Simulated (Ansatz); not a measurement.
CH4AlO: nudged elastic band

The run: nudged elastic band of CH4AlO, multiplicity 2, SMILES [CH3][Al][OH]. Method and program: UKS PBE/def2-SVP (Ansatz 0.2.0).

One setting was made poor on purpose. It belongs to a series of runs on one base structure; here: band between the two ends. Figures and captions count atoms from 1; the log counts them from 0 in places.

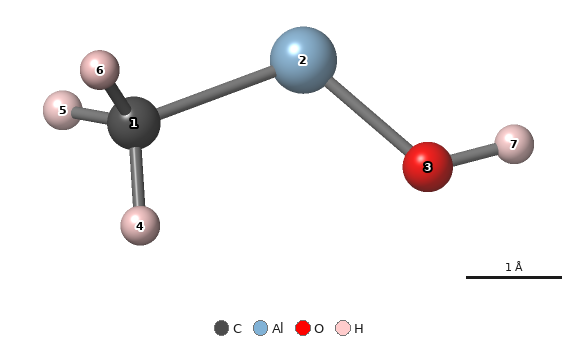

The input geometry (ball-and-stick view, seen at a tilt; atoms are numbered from 1 in the order of the input). Sticks mark near contacts. Bond lengths as drawn: Al–C 1.98 Å, Al–O 1.74 Å, C–H 1.11 Å and H–O 0.97 Å.

**Input file**
```yaml
crystal:
  periodic: [false, false, false]
  atoms:
    - { symbol: C, position_ang: [-0.898182, 0.57569, -0.357401] }
    - { symbol: Al, position_ang: [0.932032, 0.330264, 0.367898] }
    - { symbol: O, position_ang: [1.458407, -1.314445, 0.536489] }
    - { symbol: H, position_ang: [-1.309102, -0.406958, -0.670272] }
    - { symbol: H, position_ang: [-0.896402, 1.26469, -1.227167] }
    - { symbol: H, position_ang: [-1.562955, 1.014397, 0.416396] }
    - { symbol: H, position_ang: [2.337501, -1.531638, 0.888357] }
magnetization:
  spin_polarized: true
  initial_magnetization: 1
basis:
  gaussian: { orbitals: def2-SVP }
hamiltonian:
  xc: pbe
neb:
  order_check: false
  images: 9
  f_tol: 0.03
  max_iterations: 43
  initial_path: linear
  final_atoms:
    - { symbol: C, position_ang: [-0.89939096, 0.5198809, -0.43291432] }
    - { symbol: Al, position_ang: [0.90576496, -0.3014998, -0.47568041] }
    - { symbol: O, position_ang: [1.47460545, -0.93737019, 1.03400213] }
    - { symbol: H, position_ang: [-1.61821547, -0.10938684, -0.99959709] }
    - { symbol: H, position_ang: [-0.89690174, 1.52701456, -0.89845915] }
    - { symbol: H, position_ang: [-1.24610232, 0.60260772, 0.61835255] }
    - { symbol: H, position_ang: [2.34153907, -1.36924634, 1.1085963] }
```

Hardware: 1 thread of Arm Neoverse V2, 24 GiB of memory available, shared host.

Command:
```bash
ansatz run input.yaml --threads 1 --pin off --max-ram 2048MiB --backend cpu --events-out ev --progress --plain --runs-dir out
```

**Output**
```
Engine: ansatz 0.2.0, aarch64-unknown-linux-gnu
Functional definition: PBE
  parameter kappa = 0.804
  parameter beta = 0.06672455060314922
  exchange = pbe_x(kappa = kappa, mu = beta*pi^2/3)
  correlation = pbe_c(beta = beta)
726 factors; their error is unknown
mean field evaluation 1: about -9720.3829 eV, gradient 5.7e1 eV
mean field evaluation 2: about -9625.3701 eV, gradient 1.3e2 eV
mean field evaluation 4: about -9733.8242 eV, gradient 1.2e1 eV
mean field evaluation 8: about -9734.5794 eV, gradient 1.2e-1 eV
mean field evaluation 16: about -9734.5479 eV, gradient 7.0e-5 eV
mean field -9734.54794030 eV, -357.7380384923 hartree, gradient 1.3e-5 eV, S^2 0.751693; 0 other end points of the search recorded, 0 dependent functions left out
the calculation of the forces begins
reference -9734.54797842 eV, -357.7380398934 hartree; 16, 15 occupied and 50, 51 virtual orbitals, 726 factors
726 factors; their error is unknown
mean field evaluation 32: about -9734.5479 eV, gradient 9.1e-4 eV
mean field -9734.54790092 eV, -357.7380370453 hartree, gradient 6.7e-5 eV, S^2 0.751691; 0 other end points of the search recorded, 0 dependent functions left out
[... from here on the field's lines of each further geometry are left out, up to the last ...]
NEB iter   1: max|band force component| = 6.077e0 eV/Å  barrier→ = 0.9219 eV  barrier← = 0.9218 eV  Δτ_max = 0.0800 Å  (296 SCF iters)
NEB iter   2: max|band force component| = 3.101e0 eV/Å  barrier→ = 0.3147 eV  barrier← = 0.3146 eV  Δτ_max = 0.1179 Å  (264 SCF iters)
NEB iter   3: max|band force component| = 1.028e0 eV/Å  barrier→ = 0.0650 eV  barrier← = 0.0650 eV  Δτ_max = 0.0580 Å  (263 SCF iters)
NEB iter   4: max|band force component| = 3.501e-1 eV/Å  barrier→ = 0.0292 eV  barrier← = 0.0292 eV  CI = image 5  Δτ_max = 0.0225 Å  (265 SCF iters)
NEB iter   5: max|band force component| = 1.823e-1 eV/Å  barrier→ = 0.0220 eV  barrier← = 0.0219 eV  CI = image 5  Δτ_max = 0.0436 Å  (267 SCF iters)
NEB iter   6: max|band force component| = 1.509e-1 eV/Å  barrier→ = 0.0104 eV  barrier← = 0.0103 eV  CI = image 5  Δτ_max = 0.0750 Å  (261 SCF iters)
NEB iter   7: max|band force component| = 1.026e-1 eV/Å  barrier→ = 0.0036 eV  barrier← = 0.0036 eV  CI = image 5  Δτ_max = 0.0265 Å  (259 SCF iters)
NEB iter   8: max|band force component| = 5.363e-2 eV/Å  barrier→ = 0.0039 eV  barrier← = 0.0038 eV  CI = image 5  Δτ_max = 0.0110 Å  (261 SCF iters)
the calculation of the forces begins
reference -9734.54755862 eV, -357.7380244661 hartree; 16, 15 occupied and 50, 51 virtual orbitals, 726 factors
726 factors; their error is unknown
mean field -9734.54496915 eV, -357.7379293046 hartree, gradient 2.1e-5 eV, S^2 0.751719; 1 other end points of the search recorded, 0 dependent functions left out
the calculation of the forces begins
reference -9734.54500763 eV, -357.7379307187 hartree; 16, 15 occupied and 50, 51 virtual orbitals, 726 factors
NEB iter   9: max|band force component| = 9.270e-3 eV/Å  barrier→ = 0.0030 eV  barrier← = 0.0029 eV  CI = image 5  Δτ_max = 0.0000 Å  (509 SCF iters)
```

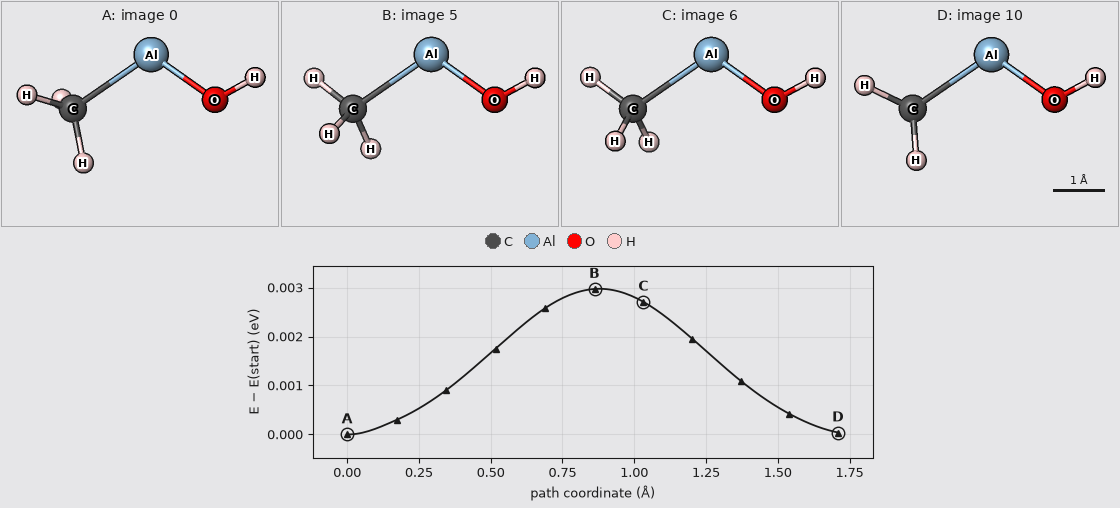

Images of the last band (counted from 0; ball-and-stick, seen at a tilt) above the energy along the path; the line is a cubic interpolation that uses the forces. The highest image is number 5, 0.003 eV above the start and 0.003 eV above the end (the climbing image); start and end have the same energy. The path is 1.71 Å long. The band converged in 9 iterations.

```
Total energy: -9734.54500763 eV, -357.7379307187 hartree
Atom 0 at    -0.874458     0.428035    -0.572264 Å, force    -0.001353     0.001384    -0.002817 eV/Å
Atom 1 at     1.042534     0.207964    -0.111723 Å, force     0.000558    -0.005775     0.007652 eV/Å
Atom 2 at     1.373801    -0.947702     1.138743 Å, force    -0.001263     0.004850    -0.004127 eV/Å
Atom 3 at    -1.289664    -0.554399    -0.883583 Å, force    -0.000644    -0.000698     0.001499 eV/Å
Atom 4 at    -1.041211     1.159779    -1.386664 Å, force     0.002304     0.000603    -0.000492 eV/Å
Atom 5 at    -1.429092     0.765566     0.329439 Å, force     0.000246    -0.001323     0.000672 eV/Å
Atom 6 at     2.279390    -1.127244     1.440351 Å, force     0.000152     0.000958    -0.002387 eV/Å
Dipole moment:     0.148216     0.042073    -0.024866 e Å
this run last wrote the band of iteration 9 to [file]
```

**The last band as extended XYZ (Å, eV, eV/Å)**
```
7
Properties=species:S:1:pos:R:3:forces:R:3 image=0 energy=-9734.54794
C    -0.8982    0.5757   -0.3574   -0.0010   0.0065   0.0033
Al    0.9320    0.3303    0.3679   -0.0004  -0.0125  -0.0011
O     1.4584   -1.3144    0.5365    0.0006   0.0142  -0.0013
H    -1.3091   -0.4070   -0.6703   -0.0005   0.0004   0.0000
H    -0.8964    1.2647   -1.2272    0.0011  -0.0048   0.0052
H    -1.5630    1.0144    0.4164    0.0039  -0.0029  -0.0058
H     2.3375   -1.5316    0.8884   -0.0036  -0.0009  -0.0002
7
Properties=species:S:1:pos:R:3:forces:R:3 image=1 energy=-9734.54764
C    -0.8936    0.5515   -0.4063    0.0002  -0.0005   0.0011
Al    0.9597    0.3493    0.2714    0.0008   0.0009   0.0012
O     1.4439   -1.2706    0.6579   -0.0013   0.0005  -0.0022
H    -1.2860   -0.4391   -0.7181   -0.0014   0.0000   0.0003
H    -0.9456    1.2537   -1.2628    0.0027  -0.0013  -0.0011
H    -1.5437    0.9542    0.3993   -0.0011  -0.0001   0.0007
H     2.3265   -1.4670    1.0129    0.0001   0.0006   0.0000
7
Properties=species:S:1:pos:R:3:forces:R:3 image=2 energy=-9734.54704
C    -0.8889    0.5239   -0.4528    0.0010  -0.0002   0.0019
Al    0.9859    0.3482    0.1708   -0.0009  -0.0084   0.0052
O     1.4263   -1.2146    0.7817    0.0008   0.0074  -0.0048
H    -1.2745   -0.4699   -0.7632    0.0025   0.0007   0.0002
H    -0.9855    1.2363   -1.2962   -0.0014  -0.0013  -0.0026
H    -1.5175    0.8988    0.3832   -0.0012   0.0027   0.0002
H     2.3155   -1.3908    1.1308   -0.0009  -0.0010  -0.0001
7
Properties=species:S:1:pos:R:3:forces:R:3 image=3 energy=-9734.54619
C    -0.8837    0.4942   -0.4964   -0.0001   0.0022   0.0013
Al    1.0098    0.3255    0.0699   -0.0013  -0.0079   0.0061
O     1.4069   -1.1419    0.9057    0.0019   0.0052  -0.0062
H    -1.2709   -0.5000   -0.8046    0.0025   0.0005   0.0005
H    -1.0170    1.2136   -1.3282   -0.0010  -0.0022  -0.0017
H    -1.4869    0.8492    0.3669   -0.0016   0.0027  -0.0006
H     2.3031   -1.3086    1.2410   -0.0004  -0.0005   0.0007
7
Properties=species:S:1:pos:R:3:forces:R:3 image=4 energy=-9734.54536
C    -0.8789    0.4623   -0.5365   -0.0017   0.0033  -0.0002
Al    1.0292    0.2786   -0.0261    0.0009  -0.0023   0.0024
O     1.3892   -1.0521    1.0265   -0.0002  -0.0009  -0.0035
H    -1.2765   -0.5281   -0.8444    0.0008  -0.0018   0.0027
H    -1.0370    1.1874   -1.3586    0.0036  -0.0006  -0.0007
H    -1.4559    0.8054    0.3492   -0.0028   0.0000  -0.0001
H     2.2913   -1.2215    1.3442   -0.0005   0.0024  -0.0007
7
Properties=species:S:1:pos:R:3:forces:R:3 image=5 energy=-9734.54497
C    -0.8745    0.4280   -0.5723   -0.0014   0.0014  -0.0028
Al    1.0425    0.2080   -0.1117    0.0006  -0.0058   0.0077
O     1.3738   -0.9477    1.1387   -0.0013   0.0049  -0.0041
H    -1.2897   -0.5544   -0.8836   -0.0006  -0.0007   0.0015
H    -1.0412    1.1598   -1.3867    0.0023   0.0006  -0.0005
H    -1.4291    0.7656    0.3294    0.0002  -0.0013   0.0007
H     2.2794   -1.1272    1.4404    0.0002   0.0010  -0.0024
7
Properties=species:S:1:pos:R:3:forces:R:3 image=6 energy=-9734.54523
C    -0.8701    0.3906   -0.6055   -0.0017   0.0027  -0.0018
Al    1.0478    0.1211   -0.1767   -0.0003  -0.0043   0.0025
O     1.3624   -0.8298    1.2394    0.0002   0.0028  -0.0010
H    -1.3085   -0.5794   -0.9247   -0.0007  -0.0005   0.0000
H    -1.0311    1.1310   -1.4133    0.0026   0.0007   0.0002
H    -1.4072    0.7278    0.3066    0.0000  -0.0024   0.0014
H     2.2679   -1.0293    1.5284   -0.0002   0.0010  -0.0012
7
Properties=species:S:1:pos:R:3:forces:R:3 image=7 energy=-9734.54598
C    -0.8662    0.3502   -0.6357    0.0000  -0.0010  -0.0009
Al    1.0453    0.0224   -0.2196   -0.0003  -0.0055   0.0039
O     1.3549   -0.7055    1.3242    0.0012   0.0050  -0.0035
H    -1.3305   -0.6026   -0.9701   -0.0001   0.0006  -0.0018
H    -1.0061    1.1023   -1.4369   -0.0005   0.0015   0.0020
H    -1.3930    0.6890    0.2814    0.0003  -0.0004  -0.0002
H     2.2569   -0.9236    1.6111   -0.0005  -0.0003   0.0004
7
Properties=species:S:1:pos:R:3:forces:R:3 image=8 energy=-9734.54685
C    -0.8623    0.3063   -0.6633    0.0006  -0.0019   0.0003
Al    1.0367   -0.0804   -0.2402   -0.0007  -0.0055   0.0072
O     1.3504   -0.5779    1.3918    0.0002   0.0044  -0.0056
H    -1.3519   -0.6249   -1.0211    0.0001  -0.0006  -0.0027
H    -0.9697    1.0735   -1.4556   -0.0016   0.0028   0.0011
H    -1.3872    0.6471    0.2538    0.0017   0.0005  -0.0002
H     2.2452   -0.8116    1.6889   -0.0003   0.0002  -0.0001
7
Properties=species:S:1:pos:R:3:forces:R:3 image=9 energy=-9734.54752
C    -0.8579    0.2593   -0.6883   -0.0004  -0.0015  -0.0017
Al    1.0231   -0.1820   -0.2394   -0.0029  -0.0023   0.0013
O     1.3463   -0.4508    1.4433    0.0012   0.0008   0.0009
H    -1.3690   -0.6470   -1.0776    0.0008  -0.0001  -0.0019
H    -0.9242    1.0447   -1.4679   -0.0010   0.0017   0.0012
H    -1.3893    0.6004    0.2249    0.0016   0.0008   0.0003
H     2.2323   -0.6927    1.7593    0.0008   0.0006   0.0000
7
Properties=species:S:1:pos:R:3:forces:R:3 image=10 energy=-9734.54790
C    -0.8525    0.2055   -0.7129   -0.0032  -0.0053  -0.0165
Al    1.0056   -0.2792   -0.2153   -0.0072   0.0009  -0.0074
O     1.3391   -0.3171    1.4860    0.0069  -0.0016   0.0078
H    -1.3761   -0.6771   -1.1379    0.0051   0.0088   0.0048
H    -0.8701    1.0067   -1.4802    0.0004  -0.0053   0.0087
H    -1.4019    0.5489    0.1885   -0.0005   0.0013   0.0011
H     2.2172   -0.5557    1.8260   -0.0015   0.0012   0.0016
```

**Key numbers**

| quantity | value |
| --- | --- |
| outcome | converged |
| barrier, forward | 0.003 eV |
| barrier, backward | 0.003 eV |
| wall time | 2.7 min |
| peak memory | 0.23 GiB |

**Notes**

A deliberately poor setting: straight start. The order of the saddle point was not checked.
